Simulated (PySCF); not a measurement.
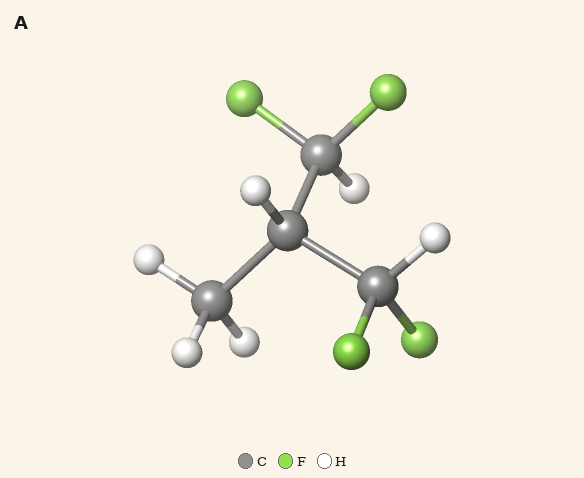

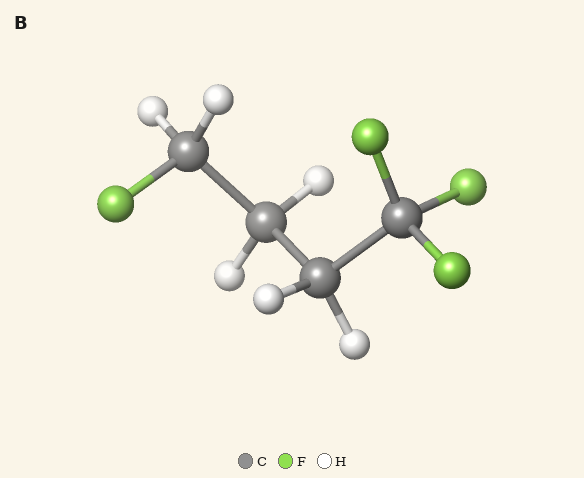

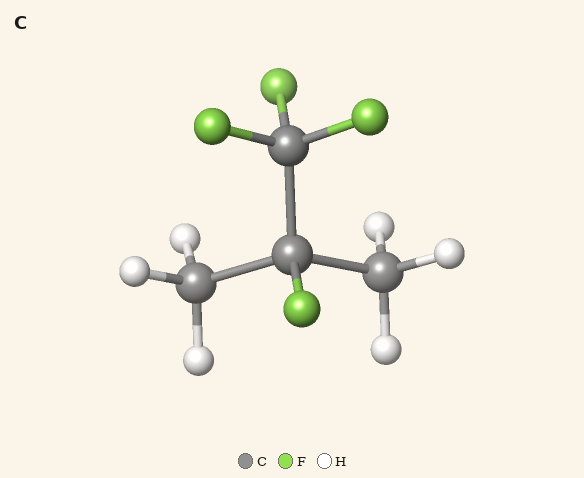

3 stationary structures of one formula. Geometries: GFN2-xTB. Electronic energies: PBE0/pcSseg-1 (PySCF 2.14.0), without zero-point energy. No frequency run is at hand to confirm each as a minimum. Each is one conformer, not always the lowest.

### Which is lowest in energy, and by how much?

C is lowest; B lies 13.8 kJ/mol above it, A lies 33.0 kJ/mol above it. A is `CC(C(F)F)C(F)F`, B is `FCCCC(F)(F)F`, C is `CC(C)(F)C(F)(F)F`.
